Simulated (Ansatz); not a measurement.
# CH₄AlFO₂ (SMILES C[O][Al]([OH])[F]): what the fields show

```xyz
9

C     0.1775   -1.5112   -0.5415
O     0.6779   -0.2042   -0.5898
Al    0.2673    1.2440    0.1286
O    -1.0339    1.3364    1.1937
F     1.1605    2.5756   -0.2266
H     0.9569   -2.1945   -0.1901
H    -0.1253   -1.8302   -1.5436
H    -0.6874   -1.6053    0.1247
H    -1.3049    2.1431    1.6276
```

Geometry: PBE0-D4/def2-TZVP.

Method: RKS PBE0-D4/def2-TZVPP (Ansatz 0.2.0).

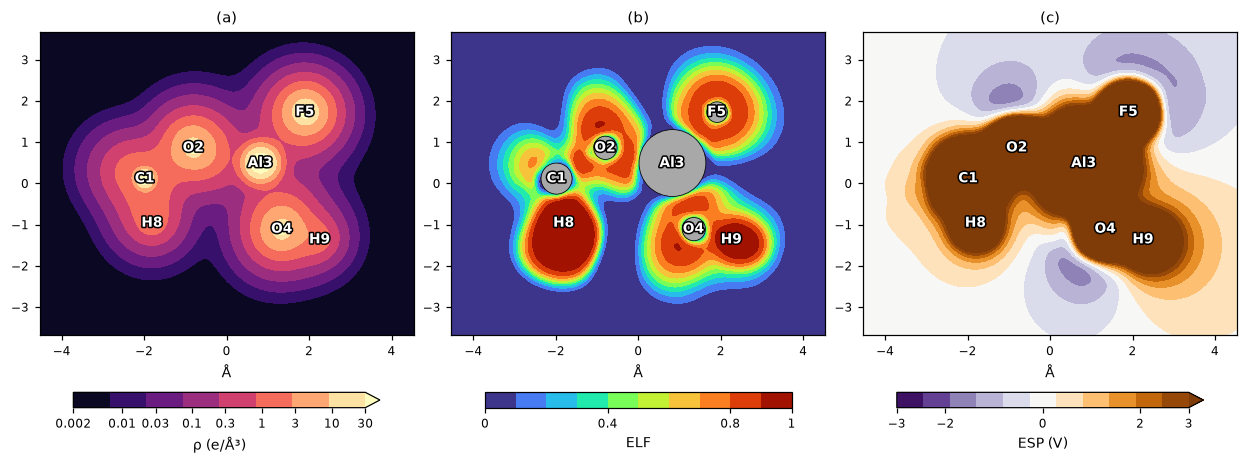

Figure 1. (a) total electron density; (b) electron localisation function; (c) molecular electrostatic potential on the plane of atoms O2, Al3 and O4. Grey discs cover the atomic cores in the ELF map.

Question: What do the fields say about this system?

Answer: Atoms in the plane: C, O, Al, F and H.
C–O (1.40 Å): ρ is about 2.1 e/Å³ halfway, with its minimum of 1.8 e/Å³ about 0.5 Å from C; the ELF peaks at about 0.90 between the atoms, as expected for a polar covalent bond.
Al–F (1.64 Å): ρ at the midpoint is about 0.93 e/Å³; the ELF peaks at about 0.85 in the valence shell of F, 0.6 Å from its nucleus, and is about 0.40 at the midpoint.
Al–O (1.67 Å): the density is about 0.95 e/Å³ at the midpoint; the ELF peaks at about 0.85 in the valence shell of O, 0.6 Å from its nucleus, and is about 0.45 at the midpoint.
O–H (0.96 Å): ρ at the midpoint is about 3.8 e/Å³; the ELF climbs to about 1 towards the hydrogen, as it does in any bond to H: a covalent bond by its length.
C–H (1.10 Å): ρ at the midpoint is about 2 e/Å³; the ELF climbs to about 1 towards the hydrogen (an ordinary covalent bond to hydrogen).
The ELF also peaks beside O4, O2 and F5, away from the bonds: lone-pair regions.
Outside the dense part of the molecule the potential is most negative (−1.7 V) near O2.

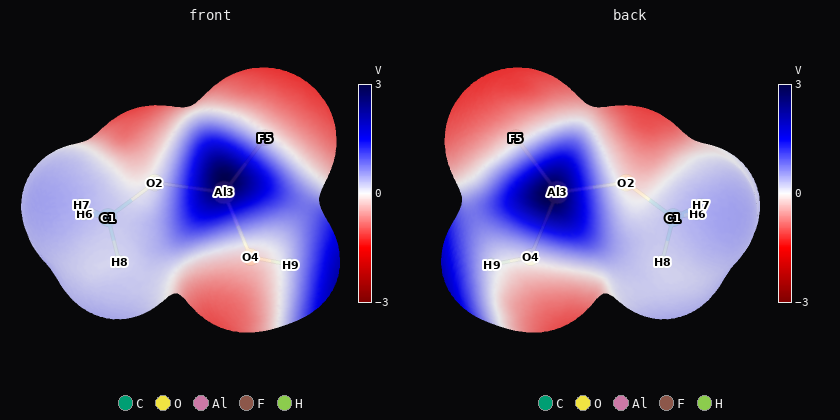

Figure 2. The electrostatic potential painted on the density surface at 0.001 e/bohr³, seen from the front and from behind; red is negative and blue positive.

Question: Where is the surface potential most negative and most positive?

Answer: The most negative region (about −1.2 V) lies over F5, the most positive (about +2.9 V) over Al3.

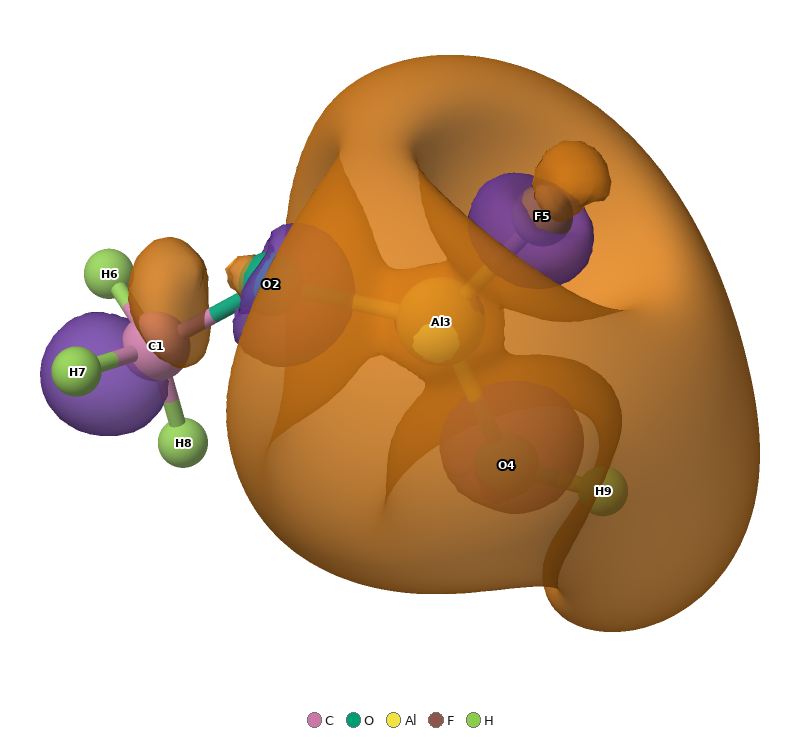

Figure 3. One frontier orbital at ±0.06 Å⁻³ᐟ² (orange and purple are the two phases), seen at a tilt.

Question: Which orbital is it: HOMO or LUMO?

Answer: The LUMO, at −0.64 eV. It lies mainly on Al3 (about 65 %), O4 (about 10 %), H9 (about 10 %), F5 (about 5 %) and O2 (about 5 %).
